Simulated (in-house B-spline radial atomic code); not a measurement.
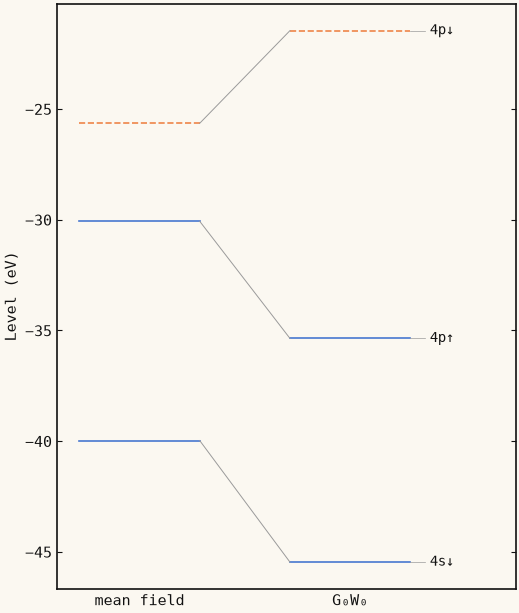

Mean-field and G₀W₀ levels (solid occupied, dashed empty) for Br²⁺ ([Ar] 3d¹⁰ 4s² 4p³). All-electron spherical atom, scalar X2C, SCAN start, no spin-orbit coupling, Breit or QED terms; computed with a B-spline radial code. The quasi-particle equation is solved at full frequency; levels of low quasi-particle weight Z are left out.

Question: What does the figure show?

Answer: G₀W₀ moves the highest occupied level, 4p↑, from −30.07 to −35.36 eV (renormalisation factor Z = 0.94); the measured removal energy is 34.87 eV, so the error is +0.49 eV. The empty level 4p↓ goes from −25.64 to −21.46 eV.

| Level | Mean field (eV) | Σx − vxc (eV) | Σc (eV) | Z | G₀W₀ (eV) |
| --- | --- | --- | --- | --- | --- |
| 4p↓ | −25.64 | 6.89 | −2.70 | 0.94 | −21.46 |
| 4p↑ | −30.07 | −5.01 | −0.28 | 0.94 | −35.36 |
| 4s↓ | −39.97 | −3.32 | −2.17 | 0.93 | −45.46 |

Known limits: spin-orbit splitting, Breit and QED terms, absent here, matter against the tabulated value.
